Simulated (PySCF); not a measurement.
**C6H8F2O, SMILES `CC(=O)C(F)/C(C)=C/F`: what the electrons do**

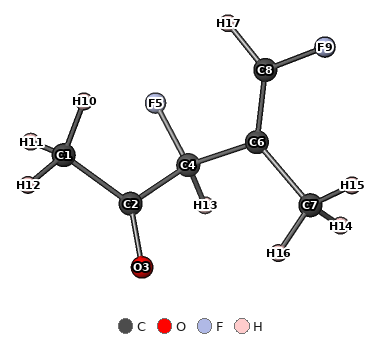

The molecule, with its atoms numbered as below. No frequency check shows the geometry to be a minimum.

Coordinates in Å:

```
C1      -2.1652    0.7733    0.9717
C2      -1.5543   -0.3405    0.1835
O3      -1.8049   -1.5067    0.3335
C4      -0.5023    0.1010   -0.8464
F5      -0.6252    1.4449   -1.1162
C6       0.8589   -0.2276   -0.2863
C7       1.2597   -1.6650   -0.3498
C8       1.5984    0.7331    0.2495
F9       2.8091    0.4853    0.7762
H10     -1.3776    1.3571    1.4440
H11     -2.7040    1.4377    0.2981
H12     -2.8419    0.3745    1.7218
H13     -0.6647   -0.4327   -1.7911
H14      1.4417   -1.9588   -1.3832
H15      2.1643   -1.8318    0.2275
H16      0.4583   -2.2903    0.0413
H17      1.3379    1.7792    0.3008
```

### 1. Bonding charge

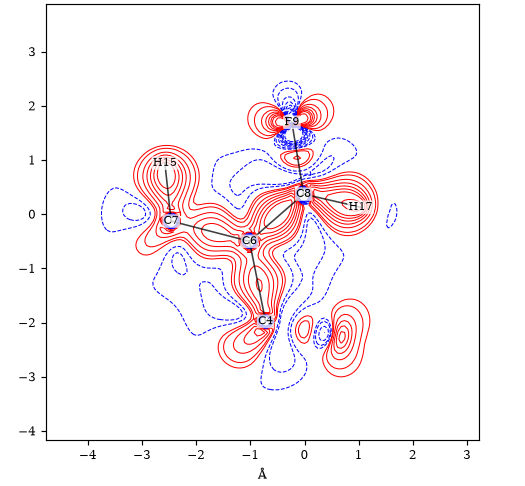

Deformation density (molecule less spherical, spin-averaged free atoms) in the plane of C4, C6, C7, C8, F9, H15 and H17; contours at ±0.05 to ±0.8 e/Å³; solid red lines: gain, dashed blue lines: loss.

Computed with PySCF, B3LYP/def2-SVP, geometry: GFN2-xTB.

Question: Describe the bonding that the map shows.

Answer: C8–H17: +0.79 e/Å³ at the bond critical point (bond length 1.08 Å, Mayer order 1.0). C6–C8: +0.74 e/Å³ at the bond critical point (bond length 1.32 Å, Mayer order 1.8). C7–H15: +0.69 e/Å³ at the bond critical point (bond length 1.09 Å, Mayer order 0.9). C4–C6: +0.51 e/Å³ at the bond critical point (bond length 1.51 Å, Mayer order 1.0). C6–C7: +0.46 e/Å³ at the bond critical point (bond length 1.49 Å, Mayer order 1.1). C8–F9: −0.03 e/Å³ at the bond critical point (bond length 1.34 Å, Mayer order 1.1); up to 0.6 Å beside the axis the gain reaches +0.21 e/Å³. In all, 3.8 electrons gather in the regions of gain relative to the promolecule. A small or negative value marks a very polar bond, one between electron-rich atoms, whose free-atom densities already overlap strongly, a long bond to a heavier atom, or a closed-shell contact such as a hydrogen bond.

### 2. Bond critical points

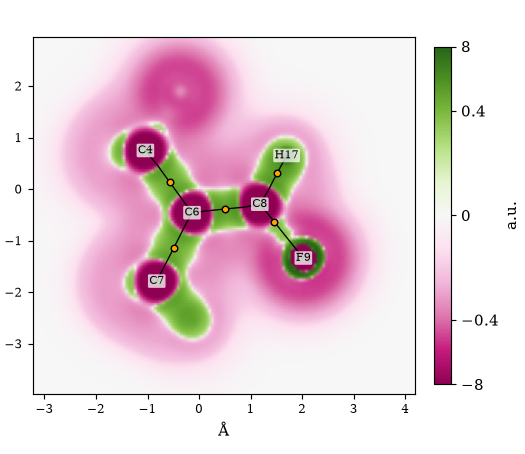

Negative Laplacian of the density (−∇²ρ) in the plane of C4, C6, C7, C8, F9 and H17 (green positive, pink negative, colour scale in a.u., logarithmic beyond ±0.04), with bond paths and bond critical points (dots).

Question: Sort the bonds in the plane by the sign of ∇²ρ at their critical points.

Answer: Concentrated (∇²ρ < 0): C6–C8 (−0.94 a.u.); C8–H17 (−1.19 a.u.); C4–C6 (−0.61 a.u.); C6–C7 (−0.60 a.u.). Depleted (∇²ρ > 0): C8–F9 (+0.19 a.u., H = −0.358). A positive Laplacian with clearly negative H marks a strongly polar covalent bond, whose critical point lies close to the core of the less electronegative atom.

Question: Where along C8–F9 does the critical point lie?

Answer: 0.45 Å from C8 and 0.90 Å from F9.

### 3. Local ionisation energy

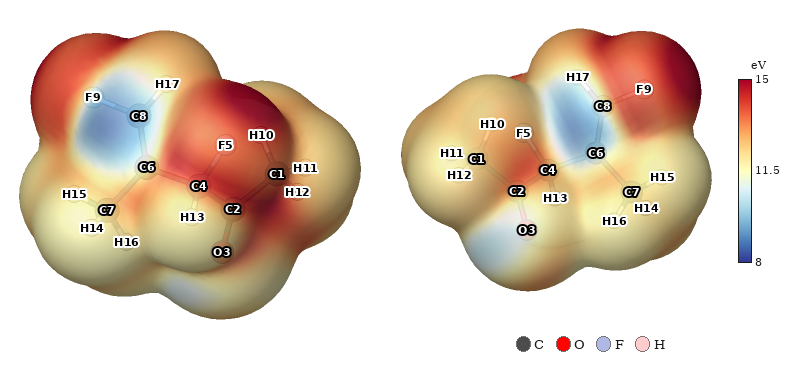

Average local ionisation energy on the surface of electron density 0.001 a.u. (back view left, front view right).

Question: Where are the most loosely bound electrons on this surface?

Answer: The lowest value is 8.9 eV, off the C6–C8 bond (2.1 to 2.2 Å from its atoms). Further minima include 9.0 eV, over C8, off the plane of its three bonds (2.0 Å); 10.2 eV, 1.8 Å from O3; 10.6 eV, 1.8 Å from O3. For comparison, the highest occupied orbital lies at −6.8 eV.

### 4. Excited states

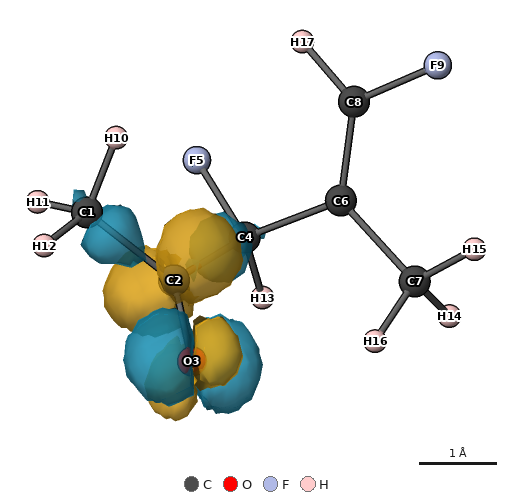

Unrelaxed difference density of S₁ less the ground state (TDA singlet states), ±0.08 e/Å³; yellow: gain, teal: loss.

PySCF calculation, ωB97X/def2-SVP, gas phase; geometry: GFN2-xTB. Without diffuse functions Rydberg states are missing, so the states' numbers hold for this basis only.

Question: How does the charge move on excitation?

Answer: 0.72 e is displaced in all, of which about 0.4 e passes between atoms: O3 (0.26 e) loses electrons and C2 (0.31 e) gains them. The state: 4.50 eV (276 nm), f = 0.005; the leading pair carries 100 %; hole on O3 (59 %), C2 (12 %) and C1 and C4 (9 % each), electron on C2 (43 %), O3 (32 %) and C1 and C4 (6 % each); their centroids lie 0.4 Å apart.

### 5. Removing or adding an electron

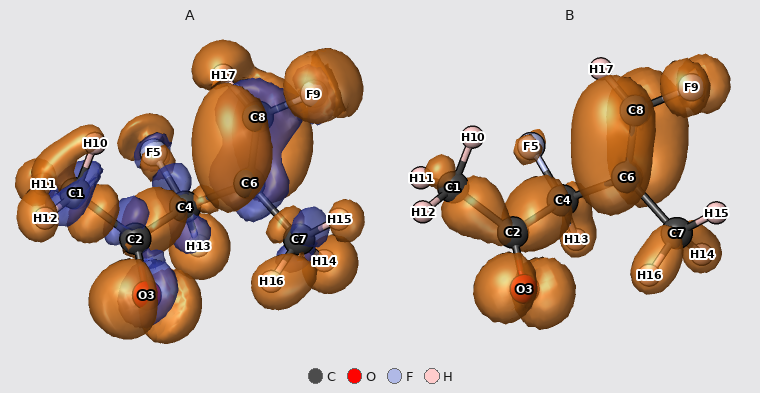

The Fukui function f⁻ from two separate SCF calculations and the density of the HOMO, at ±0.015 e/Å³ (orange positive, blue negative).

PySCF calculation, CAM-B3LYP/6-31+G*, gas phase; geometry: GFN2-xTB.

Question: Which panel is which, and how good is the frozen-orbital picture?

Answer: A is f⁻ (it has negative regions), B the HOMO density. The HOMO lies on C8 (23 %), C6 (20 %) and O3 (17 %); f⁻ (Hirshfeld-condensed) is largest on C8 (0.15), O3 (0.14) and C6 (0.11); the vertical ionisation energy is 9.36 eV (the stability of the cation's solution wasn't checked). Relaxation shifts 24 % of the electron between atoms. The orbital energy is −8.55 eV.

The PySCF runs shown took 61 s, 19 min and 6.4 min on 1 thread of Intel(R) Xeon(R) Processor @ 2.50GHz (Skylake/Cascade Lake) (shared host).
